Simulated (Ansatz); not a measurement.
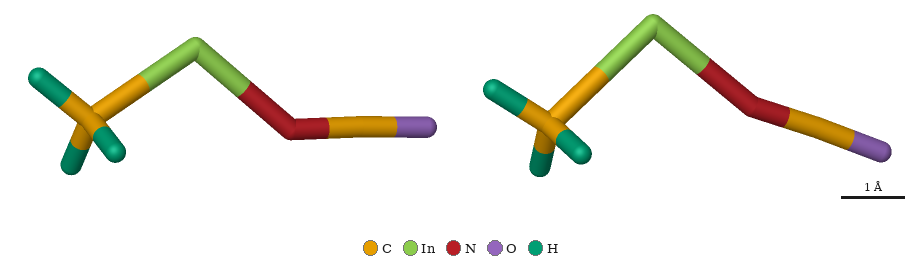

Two geometries of C2H3InNO (multiplicity 2), drawn at one scale. One is the start of a relaxation, the other its converged end. Style: stick. Shown at a tilt.

These are results of UKS PBE0-D4/def2-TZVP (Ansatz), not measurements. (force threshold 0.005 eV/Å; at most 150 steps)

### Which geometry has the lower energy?

The left one is the relaxed one. The start comes from GFN2-xTB. Over 11 accepted moves (12 points after the start) the energy falls by 0.199 eV. Largest force component: 1.3 eV/Å at the start, 0.0049 eV/Å at the end. The line search rejected the trial step at point 5 of the run. The O atom moves most after the best rigid fit: 0.40 Å. By element the largest moves are O 0.40 Å, N 0.37 Å, In 0.37 Å, H 0.20 Å, C 0.08 Å. Near-neighbour distances that change, for instance: C–In 2.447 → 2.204 Å, In–N 2.138 → 2.084 Å, C–N 1.189 → 1.202 Å, C–H 1.082 → 1.090 Å. Among the angles between lasting bonds that change: In–N–C 158.9° → 138.9°, C–In–N 101.9° → 109.6°, In–C–H 102.9° → 106.2°.
